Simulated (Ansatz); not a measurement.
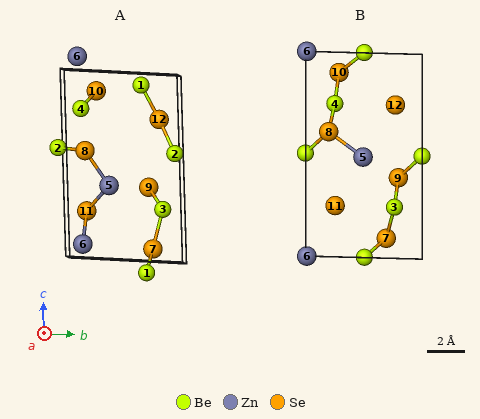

Two geometries of a crystal of Be$_{2}$ZnSe$_{3}$ (a generated structure, set up in P1) (coarse preliminary run), drawn at one scale. One is the start of a relaxation, the other its converged end. Style: ball-and-stick. Shown: the cell of the calculation, along the a axis.

Method: DFT PBE, scalar-relativistic, plane waves, PAW in Ansatz 0.2.0. Set-up: plane-wave cutoff 420 eV; k-point mesh 6 × 4 × 2; occupations gaussian; smearing width 0.2 eV; no spin polarisation; cell and atoms relaxed; force threshold 0.025 eV/Å; at most 60 steps.

### Which of the two is the end point?

Structure A is the relaxed one. The atom that moves furthest relative to the cell is Be1 (1.58 Å along [3 2 −1]). Largest moves by element: Be 1.58 Å, Zn 1.26 Å, Se 0.84 Å. Cell: a 3.370 → 3.675 Å (+9.0 %), b 6.403 → 6.433 Å (+0.5 %), c 11.235 → 10.309 Å (−8.2 %), α 91.5° → 94.8°, β 89.6° → 93.0°, γ 89.9° → 82.5°. Volume −0.7 %. Near-neighbour distances that change, for instance: Be1–Se10 2.394 → 4.289 Å, Be4–Se8 2.255 → 3.935 Å, Be2–Se9 2.463 → 4.025 Å, Be3–Se7 2.538 → 3.963 Å. New bonds form: Be1–Se12 (3.35 → 2.20 Å), Be2–Se12 (3.17 → 2.23 Å), Be3–Se11 (3.15 → 2.35 Å), Be4–Se12 (3.08 → 2.22 Å). Bonds break: Be1–Se10 (2.39 → 4.29 Å), Be2–Se9 (2.46 → 4.03 Å), Be3–Se7 (2.54 → 3.96 Å), Be4–Se8 (2.26 → 3.94 Å). Bond angles that change, for instance: Se7–Be1–Se10 177.8° → 108.1°, Se8–Be2–Se9 176.6° → 113.3°, Be2–Se8–Be4 154.4° → 94.9°. The space group stays P1 (No. 1). After 21 accepted moves (22 points after the start) the energy has fallen by 644 meV per atom. The largest force component goes from 2.8 to 0.021 eV/Å. Pressure: −1.26 GPa at the start and 0.04 GPa at the end. The SCF was repeated once at an unchanged geometry on a basis and grid sized afresh for the cell, which shifted the energy by 0.4 meV per atom at most. The run took 6.6 min on 1 thread of AMD EPYC 9R45 96-Core Processor (Zen 5), with other jobs on the host, peak memory 0.84 GiB.
